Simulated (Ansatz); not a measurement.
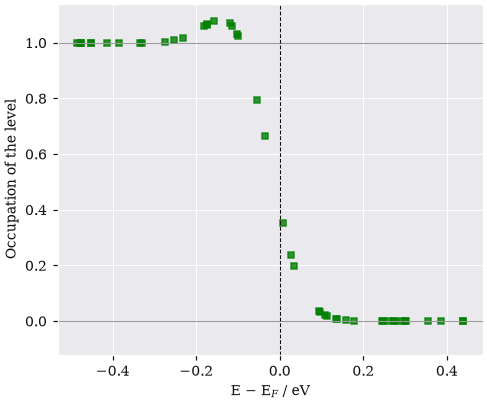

Occupations of the one-electron levels of the k mesh against their energy, from a run on Re, space group P6_3/mmc, 4 atoms in the cell, with Ansatz.

**Which smearing scheme was used (Fermi-Dirac, Gaussian, Methfessel-Paxton or cold), and about what width?**

cold (Marzari-Vanderbilt) smearing with a width of 0.1 eV. The occupations overshoot 1 below the Fermi level (up to 1.08) but never turn negative, and they are not symmetric about it.
